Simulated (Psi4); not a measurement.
# CH3ClSi (SMILES [SiH3][C]Cl): UMP3/jun-cc-pVDZ (fitted SCF)

Aim: the energy change on altering one bond length of CH3ClSi at UMP3/jun-cc-pVDZ (fitted SCF), from 2 runs. 

Program for the calculation: Psi4 1.11.

5 further runs of the same task are left out: 1 that didn't finish, 4 set aside as unsound or not needed.

## Step 1: The structure to begin with

CH3ClSi: 6 atoms, total charge 0, spin state triplet. SMILES: `[SiH3][C]Cl`. The coordinates come from a GFN2-xTB relaxation.

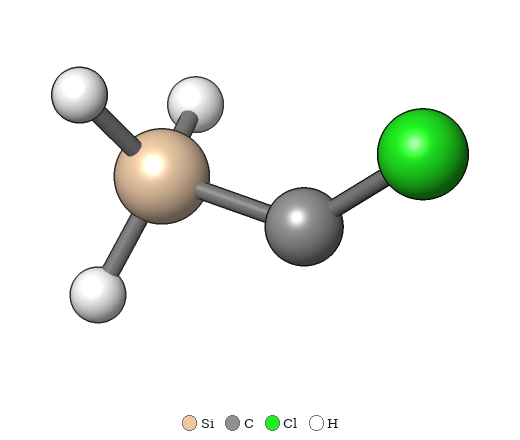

The structure, seen from a chosen angle (silicon light orange, carbon grey, chlorine green, hydrogen white).

## Step 2: A single-point energy at UMP3/jun-cc-pVDZ (fitted SCF)

File ch3clsi.json:

```json
{
  "schema_name": "qcschema_input",
  "schema_version": 1,
  "molecule": {
    "schema_name": "qcschema_molecule",
    "schema_version": 2,
    "symbols": ["Si", "C", "Cl", "H", "H", "H"],
    "geometry": [-0.20783208, 1.01988519, -0.43087645, -0.64190217, -2.14869419, 0.93110586, 1.23761943, -4.41687577, 1.85735512, 1.12981056, 0.90776774, -2.86304846, -2.77224712, 1.97440475, -0.7603502, 1.25453248, 2.66351228, 1.26581415],
    "molecular_charge": 0,
    "molecular_multiplicity": 3
  },
  "driver": "energy",
  "model": {
    "method": "mp3",
    "basis": "jun-cc-pVDZ"
  },
  "keywords": {
    "reference": "uhf",
    "scf_type": "df",
    "freeze_core": true,
    "mp_type": "conv"
  }
}
```

The run is started by

```
$ psi4 --qcschema ch3clsi.json -n 1 --memory 1600MB
```

stdout:

```text
[...]
  Running in c1 symmetry.
[...]
  Nuclear repulsion =  122.645176920231819
[...]
  Multiplicity = 3
[...]
  Nalpha       = 21
  Nbeta        = 19
[...]
    Number of basis functions: 77
[...]
   @DF-UHF iter   1:  -787.87038066755315   -4.52914e-01   3.21039e-03 ADIIS/DIIS
[...]
   @DF-UHF iter  14:  -787.95902702679143   -6.02540e-12   5.64434e-09 DIIS
[...]
   @S^2 Observed:                2.023831822E+00
[...]
    Orbital Energies [Eh]
    ---------------------
    Alpha Occupied:
       1A   -104.864528     2A    -68.800615     3A    -11.308540
       4A    -10.592254     5A     -8.059382     6A     -8.058174
       7A     -8.057030     8A     -6.150175     9A     -4.256717
      10A     -4.255950    11A     -4.255772    12A     -1.201127
      13A     -0.897957    14A     -0.720885    15A     -0.580203
      16A     -0.577950    17A     -0.571699    18A     -0.500358
      19A     -0.495425    20A     -0.391392    21A     -0.367682
    Alpha Virtual:
      22A      0.054222    23A      0.060805    24A      0.065550
      25A      0.065766    26A      0.093577    27A      0.135869
[...]
  @DF-UHF Final Energy:  -787.95902702679143
   => Energetics <=
    Nuclear Repulsion Energy =            122.6451769202318189
    One-Electron Energy =               -1332.5096603925712770
    Two-Electron Energy =                 421.9054564455481682
    Total Energy =                       -787.9590270267913183
  UHF NO Occupations:
  HONO-2 :   19  A 1.9936014
  HONO-1 :   20  A 1.0000000
[...]
 Multipole Moments:
 ------------------------------------------------------------------------------------
     Multipole            Electronic (a.u.)      Nuclear  (a.u.)        Total (a.u.)
 ------------------------------------------------------------------------------------
 L = 1.  Multiply by 2.5417464519 to convert [e a0] to [Debye]
 Dipole X            :          1.1889084           -1.1768434            0.0120649
 Dipole Y            :         -6.4606096            6.8053796            0.3447700
 Dipole Z            :          2.7301217           -2.8776921           -0.1475704
 Magnitude           :                                                    0.3752185
[...]
	SCS-MP2 Total Energy (a.u.)        :  -788.28067331570924
	SOS-MP2 Total Energy (a.u.)        :  -788.27972162976960
[...]
	SOS-PI-MP2 Total Energy (a.u.)     :  -788.30439044538332
[...]
	MP2 Total Energy (a.u.)            :  -788.28257668758863
[...]
	SCS-MP3 Total Energy (a.u.)        :  -788.29052022400947
[...]
	MP3 Total Energy (a.u.)            :  -788.32196432078933
[...]
```

The result, in JSON:

```text
{
 "driver": "energy",
 "model": {
  "method": "mp3",
  "basis": "jun-cc-pVDZ"
 },
 "success": true,
 "return_result": -788.3219643207893,
 "properties": {
  "calcinfo_nbasis": 77,
  "calcinfo_nmo": 77,
  "calcinfo_nalpha": 21,
  "calcinfo_nbeta": 19,
  "calcinfo_natom": 6,
  "nuclear_repulsion_energy": 122.64517692023182,
  "return_energy": -788.3219643207893,
  "scf_one_electron_energy": -1332.5096603925713,
  "scf_two_electron_energy": 421.90545644554817,
  "scf_dipole_moment": [0.012064927135794434, 0.3447700322094338, -0.14757039231245628],
  "scf_total_energy": -787.9590270267914,
  "scf_iterations": 14,
  "mp2_same_spin_correlation_energy": -0.07686150466014033,
  "mp2_opposite_spin_correlation_energy": -0.24668815613704148,
  "mp2_singles_energy": 0.0,
  "mp2_doubles_energy": -0.32354966079718184,
  "mp2_correlation_energy": -0.32354966079719816,
  "mp2_total_energy": -788.2825766875886
 }
}
```

It took 26 s on 1 thread of AMD EPYC 7R43 (Zen 3), shared host; peak memory 0.47 GiB.

## Step 3: The distorted shape at the same level

File input.in:

```
memory 1600 mb

molecule {
  0 3
  Si     0.025732     0.489186    -0.210574
  C     -0.203968    -1.187554     0.510156
  Cl     0.790632    -2.387824     1.000306
  H      0.733582     0.429856    -1.497624
  H     -1.467010     1.044810    -0.402360
  H      0.799582     1.358956     0.687276
}

set basis jun-cc-pVDZ
set reference uhf
set scf_type df
set freeze_core true
set mp_type conv

e_tot = energy("mp3")
```

The run is started by

```
$ psi4 -n 1 input.in input.out
```

input.out:

```text
[...]
  Running in c1 symmetry.
[...]
  Nuclear repulsion =  122.057460019520221
[...]
  Multiplicity = 3
[...]
  Nalpha       = 21
  Nbeta        = 19
[...]
    Number of basis functions: 77
[...]
   @DF-UHF iter   1:  -787.86632755770768   -5.01406e-01   3.19127e-03 ADIIS/DIIS
[...]
   @DF-UHF iter  14:  -787.95478659881871   -6.48015e-12   6.98671e-09 DIIS
[...]
   @S^2 Observed:                2.024098740E+00
[...]
    Orbital Energies [Eh]
    ---------------------
    Alpha Occupied:
       1A   -104.866214     2A    -68.812477     3A    -11.310736
       4A    -10.593906     5A     -8.061029     6A     -8.059820
       7A     -8.058679     8A     -6.158740     9A     -4.265447
      10A     -4.264672    11A     -4.264407    12A     -1.202746
      13A     -0.898825    14A     -0.715942    15A     -0.581988
      16A     -0.576417    17A     -0.573519    18A     -0.502775
      19A     -0.476274    20A     -0.392764    21A     -0.369485
    Alpha Virtual:
      22A      0.054213    23A      0.060674    24A      0.065412
      25A      0.066201    26A      0.093130    27A      0.134691
[...]
  @DF-UHF Final Energy:  -787.95478659881871
   => Energetics <=
    Nuclear Repulsion Energy =            122.0574600195202208
    One-Electron Energy =               -1331.2433532808568089
    Two-Electron Energy =                 421.2311066625179024
    Total Energy =                       -787.9547865988186004
  UHF NO Occupations:
  HONO-2 :   19  A 1.9934875
  HONO-1 :   20  A 1.0000000
[...]
 Multipole Moments:
 ------------------------------------------------------------------------------------
     Multipole            Electronic (a.u.)      Nuclear  (a.u.)        Total (a.u.)
 ------------------------------------------------------------------------------------
 L = 1.  Multiply by 2.5417464519 to convert [e a0] to [Debye]
 Dipole X            :          1.3949478           -1.3007034            0.0942444
 Dipole Y            :         -6.5507742            6.8514821            0.3007079
 Dipole Z            :          2.7623476           -2.8936054           -0.1312578
 Magnitude           :                                                    0.3413735
[...]
	SCS-MP2 Total Energy (a.u.)        :  -788.27676410316656
	SOS-MP2 Total Energy (a.u.)        :  -788.27584792324581
[...]
	SOS-PI-MP2 Total Energy (a.u.)     :  -788.30054494820172
[...]
	MP2 Total Energy (a.u.)            :  -788.27859646300783
[...]
	SCS-MP3 Total Energy (a.u.)        :  -788.28664097044634
[...]
	MP3 Total Energy (a.u.)            :  -788.31810393212709
[...]
```

Run time: 24 s. Hardware: 1 thread of AMD EPYC 7R43 (Zen 3), shared host; peak memory 0.48 GiB.

## Step 4: Outcome

Level: UMP3/jun-cc-pVDZ (fitted SCF), 11 core orbitals frozen.

| quantity | value |
| --- | --- |
| first shape: total energy | -788.32196 Eh |
| first shape: HOMO energy (Hartree–Fock orbitals) (highest over α and β) | -10.01 eV |
| first shape: LUMO energy (Hartree–Fock orbitals) (lowest over α and β) | 1.32 eV |
| first shape: correlation energy (11 core orbitals frozen) | -362.9 mEh |
| first shape: ⟨S²⟩ of the reference determinant | 2.024 |
| distorted shape: total energy | -788.31810 Eh |
| distorted shape: HOMO energy (Hartree–Fock orbitals) (highest over α and β) | -10.05 eV |
| distorted shape: LUMO energy (Hartree–Fock orbitals) (lowest over α and β) | 1.33 eV |
| distorted shape: correlation energy (11 core orbitals frozen) | -363.3 mEh |
| distorted shape: ⟨S²⟩ of the reference determinant | 2.024 |
| energy change with the Si1–H5 bond stretched from 1.458 to 1.604 Å | 0.105 eV |

**Reading.** With the Si1–H5 bond stretched from 1.458 to 1.604 Å the energy rises by 0.11 eV (10.1 kJ/mol). The first shape isn't relaxed at this level, so the change isn't measured from a minimum.
